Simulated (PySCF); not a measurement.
# SnSiH6O2 (SMILES [OH][SnH2][O][SiH3]) at 3 levels

We compute a comparison of 3 runs (HF/3-21G, CAM-B3LYP/3-21G, TPSS/def2-SVP) of SnSiH6O2. Input form: a Python script.

The results are computed with PySCF 2.14.0.

## 1. The system as given

SnSiH6O2: 10 atoms, total charge 0, spin state singlet. SMILES: `[OH][SnH2][O][SiH3]`. The coordinates come from a PBE0-D4/def2-TZVP relaxation. This is one conformer, not always the lowest.

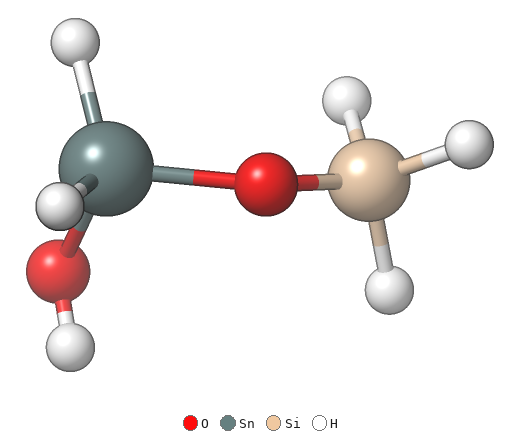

The structure, seen from a chosen angle (oxygen red, tin teal, silicon light orange, hydrogen white).

## 2. Energy and gradient at HF/3-21G (run 1)

File run.py:

```python
# [OH][SnH2][O][SiH3]
from pyscf import gto, scf

mol = gto.Mole()
mol.atom = '''
O     -1.508300     1.311300    -1.171200
Sn    -0.064700     1.543900     0.127900
O      0.315500    -0.234600     0.847100
Si     0.660900    -1.699700     0.217200
H     -2.335200     1.015000    -0.784100
H     -0.572900     2.441000     1.478800
H      1.260700     2.077300    -0.784500
H     -0.581600    -2.463100    -0.082900
H      1.466100    -2.469100     1.201900
H      1.442500    -1.573100    -1.047200
'''
mol.spin = 0
mol.basis = '3-21g'
mol.max_memory = 1860
mol.verbose = 4
mol.build()

calc0 = scf.RHF(mol)
calc0.conv_tol = 1e-10
calc0.kernel()
if not calc0.converged:
    calc0 = calc0.newton().run(calc0.mo_coeff, calc0.mo_occ)

e_tot = calc0.e_tot
print('E(%s) = %.9f' % ('HF', e_tot))
grad = calc0.nuc_grad_method().kernel()
calc0.analyze()
```

The run is started by

```console
$ OMP_NUM_THREADS=1 python run.py
```

The log of the run:

```text
PySCF version 2.14.0

[... 82 lines left out ...]
One-electron Energy =                -9865.382980438782397
[... 8 lines left out ...]
MO #4   energy= -145.406964215914  occ= 2
[... 6 lines left out ...]
MO #11  energy= -20.4240038936071  occ= 2
[... 6 lines left out ...]
MO #18  energy= -6.12696946890433  occ= 2
[... 6 lines left out ...]
MO #25  energy= -3.96145914829104  occ= 2
[... 6 lines left out ...]
MO #32  energy= -1.26147961780165  occ= 2
[... 6 lines left out ...]
MO #39  energy= -0.485844338998974 occ= 2
[... 6 lines left out ...]
MO #46  energy= 0.162722451713772  occ= 0
[... 6 lines left out ...]
MO #53  energy= 0.347818844517395  occ= 0
[... 6 lines left out ...]
MO #60  energy= 0.708342822855727  occ= 0
[... 6 lines left out ...]
MO #67  energy= 1.83349232222579   occ= 0
[... 6 lines left out ...]
MO #74  energy= 3.12083157831256   occ= 0
[... 48 lines left out ...]
pop of  2 O 3px           0.00445
pop of  2 O 3py           0.00305
pop of  2 O 3pz           0.00522
pop of  3 Si 1s           1.99999
pop of  3 Si 2s           1.99980
pop of  3 Si 3s           0.99545
pop of  3 Si 4s           0.00462
pop of  3 Si 2px          1.99985
pop of  3 Si 2py          1.99971
pop of  3 Si 2pz          1.99983
pop of  3 Si 3px          0.81766
pop of  3 Si 3py          0.56409
pop of  3 Si 3pz          0.77887
pop of  3 Si 4px          0.01702
pop of  3 Si 4py          0.00996
pop of  3 Si 4pz          0.01763
pop of  4 H 1s            0.71145
pop of  4 H 2s            0.00984
pop of  5 H 1s            1.15565
pop of  5 H 2s            0.00296
pop of  6 H 1s            1.14871
pop of  6 H 2s            0.00240
pop of  7 H 1s            1.14514
pop of  7 H 2s            0.00274
pop of  8 H 1s            1.13290
pop of  8 H 2s            0.00210
pop of  9 H 1s            1.15035
pop of  9 H 2s            0.00294
 ** Mulliken atomic charges  **
charge of    0O =     -0.72932
charge of    1Sn =      1.25521
charge of    2O =     -0.85424
charge of    3Si =      0.79552
charge of    4H =      0.27870
charge of    5H =     -0.15861
charge of    6H =     -0.15111
charge of    7H =     -0.14788
charge of    8H =     -0.13500
charge of    9H =     -0.15329
Dipole moment(X, Y, Z, Debye): -0.37581,  1.29764,  0.91278
```

Wall time 3.6 s (1 thread of Intel Xeon 6975P-C (Granite Rapids), shared host); peak memory 0.14 GiB.

## 3. Energy and forces at CAM-B3LYP/3-21G (run 2)

File input.py:

```python
from pyscf import gto, dft

molecule = gto.M(
    atom='''
O   -1.508300   1.311300  -1.171200
Sn  -0.064700   1.543900   0.127900
O    0.315500  -0.234600   0.847100
Si   0.660900  -1.699700   0.217200
H   -2.335200   1.015000  -0.784100
H   -0.572900   2.441000   1.478800
H    1.260700   2.077300  -0.784500
H   -0.581600  -2.463100  -0.082900
H    1.466100  -2.469100   1.201900
H    1.442500  -1.573100  -1.047200
''',
    max_memory=1860,
    spin=0,
    charge=0,
    verbose=4,
    basis='3-21g',
)

mf = dft.RKS(molecule)
mf.xc = 'cam-b3lyp'
mf.conv_tol = 1e-10
mf.grids.level = 5
mf.kernel()
if not mf.converged:
    mf = mf.newton().run(mf.mo_coeff, mf.mo_occ)

energy = mf.e_tot
print('Final energy', energy)
grad = mf.nuc_grad_method().kernel()
dip = mf.dip_moment()
pop, q = mf.mulliken_pop()
```

The run is started by

```console
$ OMP_NUM_THREADS=1 python input.py
```

The log of the run:

```text
PySCF version 2.14.0

[... 78 lines left out ...]
converged SCF energy = -6440.19244169684
Final energy -6440.192441696841
[... 12 lines left out ...]
Dipole moment(X, Y, Z, Debye): -0.59406,  1.23575,  0.71373
[... 46 lines left out ...]
pop of  2 O 2pz           0.74678
pop of  2 O 3px           1.00340
pop of  2 O 3py           0.82376
pop of  2 O 3pz           0.98516
pop of  3 Si 1s           1.99842
pop of  3 Si 2s           1.96758
pop of  3 Si 3s           0.72782
pop of  3 Si 4s           0.47148
pop of  3 Si 2px          1.95247
pop of  3 Si 2py          1.94869
pop of  3 Si 2pz          1.95193
pop of  3 Si 3px          0.56986
pop of  3 Si 3py          0.45072
pop of  3 Si 3pz          0.55581
pop of  3 Si 4px          0.24989
pop of  3 Si 4py          0.07874
pop of  3 Si 4pz          0.21955
pop of  4 H 1s            0.43838
pop of  4 H 2s            0.20719
pop of  5 H 1s            0.40156
pop of  5 H 2s            0.78135
pop of  6 H 1s            0.40185
pop of  6 H 2s            0.76639
pop of  7 H 1s            0.43804
pop of  7 H 2s            0.73334
pop of  8 H 1s            0.43779
pop of  8 H 2s            0.72465
pop of  9 H 1s            0.43729
pop of  9 H 2s            0.73902
 ** Mulliken atomic charges  **
charge of    0O =     -0.69603
charge of    1Sn =      1.15795
charge of    2O =     -0.81211
charge of    3Si =      0.85703
charge of    4H =      0.35443
charge of    5H =     -0.18291
charge of    6H =     -0.16824
charge of    7H =     -0.17137
charge of    8H =     -0.16244
charge of    9H =     -0.17631
```

Run time: 25 s. Hardware: 1 thread of Intel Xeon 6975P-C (Granite Rapids), shared host; peak memory 0.73 GiB.

## 4. Energy and forces at TPSS/def2-SVP (core potential) (run 3)

File input.xyz:

```xyz
10
H6O2SiSn
O     -1.508300     1.311300    -1.171200
Sn    -0.064700     1.543900     0.127900
O      0.315500    -0.234600     0.847100
Si     0.660900    -1.699700     0.217200
H     -2.335200     1.015000    -0.784100
H     -0.572900     2.441000     1.478800
H      1.260700     2.077300    -0.784500
H     -0.581600    -2.463100    -0.082900
H      1.466100    -2.469100     1.201900
H      1.442500    -1.573100    -1.047200
```

File input.py:

```python
# [OH][SnH2][O][SiH3]
import pyscf.grad
from pyscf import gto, dft

mol = gto.Mole()
mol.atom = 'input.xyz'
mol.ecp = {'Sn': 'def2-svp'}
mol.spin = 0
mol.verbose = 4
mol.basis = 'def2-svp'
mol.max_memory = 1860
mol.build()

myscf = dft.RKS(mol, xc='tpss')
myscf.grids.level = 5
myscf.conv_tol = 1e-10
myscf.kernel()
if not myscf.converged:
    myscf = myscf.newton().run(myscf.mo_coeff, myscf.mo_occ)

energy = myscf.e_tot
print(f'total energy: {energy:.8f} hartree')
grad = myscf.Gradients().kernel()
myscf.analyze()
```

The run is started by

```console
$ OMP_NUM_THREADS=1 python input.py
```

The log of the run:

```text
PySCF version 2.14.0

[... 109 lines left out ...]
MO #2   energy= -18.8893730798311  occ= 2
[... 9 lines left out ...]
MO #12  energy= -0.992970385066845 occ= 2
[... 9 lines left out ...]
MO #22  energy= -0.359102914789872 occ= 2
[... 9 lines left out ...]
MO #32  energy= -0.00491403469226519 occ= 0
[... 9 lines left out ...]
MO #42  energy= 0.251433592904104  occ= 0
[... 9 lines left out ...]
MO #52  energy= 0.511327004781147  occ= 0
[... 9 lines left out ...]
MO #62  energy= 0.931209747195443  occ= 0
[... 9 lines left out ...]
MO #72  energy= 1.41561821267469   occ= 0
[... 9 lines left out ...]
MO #82  energy= 1.76385052880654   occ= 0
[... 9 lines left out ...]
MO #92  energy= 2.70985687712017   occ= 0
[... 9 lines left out ...]
MO #102 energy= 51.9194972930687   occ= 0
[... 76 lines left out ...]
pop of  4 H 2px           0.00153
pop of  4 H 2py           0.00194
pop of  4 H 2pz           0.00222
pop of  5 H 1s            1.47078
pop of  5 H 2s            0.01419
pop of  5 H 2px           0.01180
pop of  5 H 2py           0.01709
pop of  5 H 2pz           0.01964
pop of  6 H 1s            1.46990
pop of  6 H 2s            0.01493
pop of  6 H 2px           0.01923
pop of  6 H 2py           0.01018
pop of  6 H 2pz           0.01246
pop of  7 H 1s            1.13157
pop of  7 H 2s            0.00456
pop of  7 H 2px           0.00298
pop of  7 H 2py           0.00099
pop of  7 H 2pz           0.00019
pop of  8 H 1s            1.12396
pop of  8 H 2s            0.00496
pop of  8 H 2px           0.00118
pop of  8 H 2py           0.00094
pop of  8 H 2pz           0.00208
pop of  9 H 1s            1.13394
pop of  9 H 2s            0.00438
pop of  9 H 2px           0.00107
pop of  9 H 2py           0.00030
pop of  9 H 2pz           0.00266
 ** Mulliken atomic charges  **
charge of    0O =     -1.02869
charge of    1Sn =      2.57899
charge of    2O =     -1.11408
charge of    3Si =      0.73057
charge of    4H =      0.30919
charge of    5H =     -0.53350
charge of    6H =     -0.52670
charge of    7H =     -0.14030
charge of    8H =     -0.13312
charge of    9H =     -0.14235
Dipole moment(X, Y, Z, Debye): -0.50063,  1.54814,  0.70439
```

Run time: 50 s. Hardware: 1 thread of Intel Xeon 6975P-C (Granite Rapids), shared host; peak memory 1 GiB.

## 5. The series

```csv
run,level,integration grid,core potential,energy (Eh),dipole moment (D),HOMO energy (eV),LUMO energy (eV),wall time
1,HF/3-21G,–,–,-6436.114434,1.63,-11.65,3.52,3.6 s
2,CAM-B3LYP/3-21G,5,–,-6440.192442,1.55,-9.14,1.28,25 s
3,TPSS/def2-SVP (core potential),5,def2-svp,-657.629587,1.77,-6.92,-1.08,50 s
```

## 6. What came out

```
                       quantity          value
            run 3: total energy  -657.62959 Eh
           run 3: dipole moment         1.77 D
             run 3: HOMO energy       -6.92 eV
             run 3: LUMO energy       -1.08 eV
           run 3: HOMO–LUMO gap        5.84 eV
run 3: largest force on an atom     0.998 eV/Å
```

What this shows: The dipole moment (its size) runs from 1.55 D (CAM-B3LYP/3-21G) to 1.77 D (TPSS/def2-SVP). The two ends differ in method and basis and core potential. The HOMO–LUMO gap runs from 5.84 eV (TPSS/def2-SVP) to 15.17 eV (HF/3-21G). Totals of different functionals can't be ranked against each other. Some runs of one species differ in core potentials or relativity; totals across that change don't compare. In runs 1, 2 relativity is left out where basis or elements ask for it. All runs together took 78 s, the longest 50 s.
